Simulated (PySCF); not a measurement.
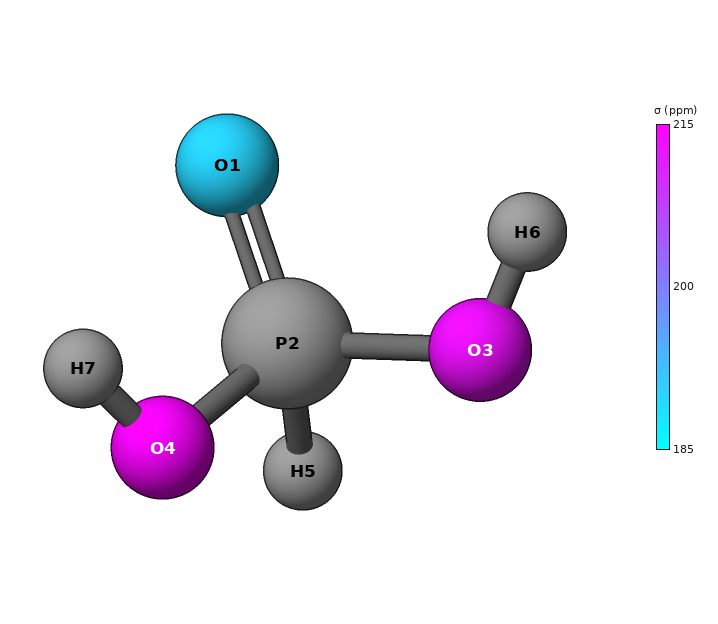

Atoms are coloured by their isotropic NMR shieldings (O only, the others grey). The computed structure is the end point of a PBE0-D3(BJ)/def2-TZVP optimisation. No frequency run is at hand to confirm it as a minimum. Level of theory: GIAO WP04/pcSseg-2 NMR shielding, non-relativistic, IEF-PCM chloroform (PySCF 2.14.0).

List the isotropic NMR shieldings of the O atoms.

```tsv
atom	σ (ppm)
O1	189.8
O3	213.0
O4	214.4
```
